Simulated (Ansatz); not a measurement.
# CH6AlFSi (SMILES C[SiH2][AlH][F]): RPA@PBE/6-31G(d) (spherical functions)

Aim: the vertical singlet–triplet gap of CH6AlFSi at RPA@PBE/6-31G* (spherical functions), from 2 runs. 

Program for the calculation: Ansatz 0.2.0.

128 further runs of the same task are left out: 128 set aside as unsound or not needed.

## 1. The system as given

CH6AlFSi: 10 atoms, total charge 0, spin state singlet. SMILES: `C[SiH2][AlH][F]`. Geometry: relaxed at PBE0-D4/def2-TZVP. This is one conformer, not always the lowest.

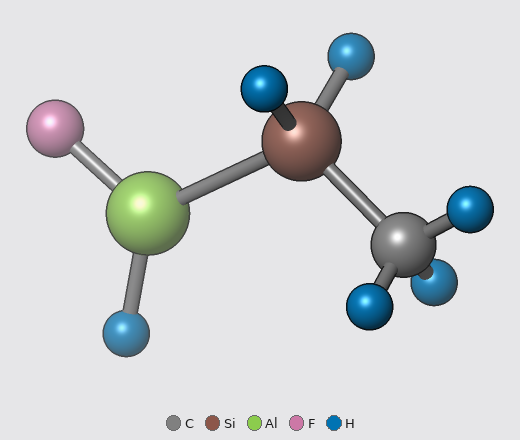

Viewed from a chosen angle; carbon grey, silicon brown, aluminium green, fluorine pink, hydrogen blue.

## 2. The energy at RPA@PBE/6-31G(d) (spherical functions)

Input file run.yaml:

```yaml
crystal:
  periodic: [false, false, false]
  atoms:
    - {symbol: C, position_ang: [0.209300, 1.522100, -0.549700]}
    - {symbol: Si, position_ang: [-0.487300, 0.185700, 0.578100]}
    - {symbol: Al, position_ang: [0.320500, -2.061900, 0.018500]}
    - {symbol: F, position_ang: [-0.271300, -3.324400, 0.910100]}
    - {symbol: H, position_ang: [-0.171000, 2.504900, -0.262800]}
    - {symbol: H, position_ang: [-0.069900, 1.340800, -1.589900]}
    - {symbol: H, position_ang: [1.299800, 1.551100, -0.495300]}
    - {symbol: H, position_ang: [-1.978700, 0.198000, 0.509600]}
    - {symbol: H, position_ang: [-0.129200, 0.490400, 1.995500]}
    - {symbol: H, position_ang: [1.361100, -2.457900, -1.111000]}
basis:
  gaussian: {orbitals: 6-31G_st_-spherical.json}
hamiltonian: {xc: pbe}
correlation: {method: rpa, frozen_orbitals: {Al: 5, C: 1, F: 1, H: 0, Si: 5}}
total_charge: 0
accuracy: high
```

The basis set 6-31G* is read from a file made from the Basis Set Exchange's data (not shown).

Launch:

```sh
ansatz run run.yaml --threads 1 --pin off --max-ram 3480MiB --events-out events.jsonl --progress --plain --runs-dir runs
```

Standard output:

```text
Warning: RAYON_NUM_THREADS=1 ignored (pool sized by the plan → 1); use --threads N
Functional definition: PBE
  name "PBE"
  parameter kappa = 0.804
  parameter beta = 0.06672455060314922
  exchange = pbe_x(kappa = kappa, mu = beta*pi^2/3)
  correlation = pbe_c(beta = beta)
1733 factors; integrals over basis functions are off by at most 7.2e-9 eV
mean field evaluation 1: about -18306.9632 eV, gradient 5.9e1 eV
mean field evaluation 2: about -18306.9477 eV, gradient 5.9e1 eV
mean field evaluation 4: about -18313.4640 eV, gradient 2.5e1 eV
mean field evaluation 8: about -18314.6732 eV, gradient 3.8e-1 eV
mean field evaluation 16: about -18314.6736 eV, gradient 2.8e-5 eV
mean field -18314.67361927 eV, -673.0518413766 hartree, gradient 4.4e-8 eV, S^2 0.000000; 0 other end points of the search recorded, 0 dependent functions left out
12 core orbitals not correlated: weight in the atoms' cores, before any rotation towards them, 1.000 or more for the frozen orbitals, at most 0.000 for the correlated occupied ones
reference -18276.52939686 eV, -671.6500670581 hartree; 12, 12 occupied and 52, 52 virtual orbitals, 1733 factors
Total energy: -18296.56959057 eV, -672.3865305931 hartree
```

It took 11 s on 1 thread of Arm Neoverse V1, shared host; peak memory 0.25 GiB.

## 3. The triplet, same level

Input file input.yaml:

```yaml
crystal:
  periodic: [false, false, false]
  atoms:
    - {symbol: C, position_ang: [0.209300, 1.522100, -0.549700]}
    - {symbol: Si, position_ang: [-0.487300, 0.185700, 0.578100]}
    - {symbol: Al, position_ang: [0.320500, -2.061900, 0.018500]}
    - {symbol: F, position_ang: [-0.271300, -3.324400, 0.910100]}
    - {symbol: H, position_ang: [-0.171000, 2.504900, -0.262800]}
    - {symbol: H, position_ang: [-0.069900, 1.340800, -1.589900]}
    - {symbol: H, position_ang: [1.299800, 1.551100, -0.495300]}
    - {symbol: H, position_ang: [-1.978700, 0.198000, 0.509600]}
    - {symbol: H, position_ang: [-0.129200, 0.490400, 1.995500]}
    - {symbol: H, position_ang: [1.361100, -2.457900, -1.111000]}
basis:
  gaussian: {orbitals: 6-31G_st_-spherical.json}
total_charge: 0
magnetization: {spin_polarized: true, initial_magnetization: 2}
hamiltonian: {xc: {name: PBE}}
correlation: {method: rpa, frozen_orbitals: {Al: 5, C: 1, F: 1, H: 0, Si: 5}}
accuracy: high
```

The basis set 6-31G* is read from a file made from the Basis Set Exchange's data (not shown).

Launch:

```sh
ansatz run input.yaml --threads 1 --pin off --max-ram 3480MiB --events-out events.jsonl --progress --plain --runs-dir runs
```

Standard output (excerpt; [...] marks lines left out):

```text
Warning: RAYON_NUM_THREADS=1 ignored (pool sized by the plan → 1); use --threads N
[... 2 set-up lines as earlier in the session ...]
[...]
1732 factors; integrals over basis functions are off by at most 7.2e-9 eV
[...]
mean field -18310.84966422 eV, -672.9113136205 hartree, gradient 9.6e-8 eV, S^2 2.001804; 2 other end points of the search recorded, 0 dependent functions left out
12 core orbitals not correlated: weight in the atoms' cores, before any rotation towards them, 1.000 or more for the frozen orbitals, at most 0.000 for the correlated occupied ones
reference -18272.00606132 eV, -671.4838375429 hartree; 13, 11 occupied and 51, 53 virtual orbitals, 1732 factors
Total energy: -18292.44619149 eV, -672.2349984720 hartree
```

Run time: 22 s. Hardware: 1 thread of Arm Neoverse V1, shared host; peak memory 0.32 GiB.

## 4. Outcome

At RPA@PBE/6-31G* (spherical functions), 12 core orbitals frozen:

| quantity | value |
| --- | --- |
| singlet: total energy | -672.38653 Eh |
| singlet: RPA correlation energy (valence) | -736.5 mEh |
| triplet: total energy | -672.23500 Eh |
| triplet: RPA correlation energy (valence) | -751.2 mEh |
| triplet: ⟨S²⟩ of the reference determinant | 2.002 |
| vertical energy of the triplet above the singlet | 4.123 eV |

In words: At this shape the triplet lies 4.12 eV (398 kJ/mol) above the singlet.
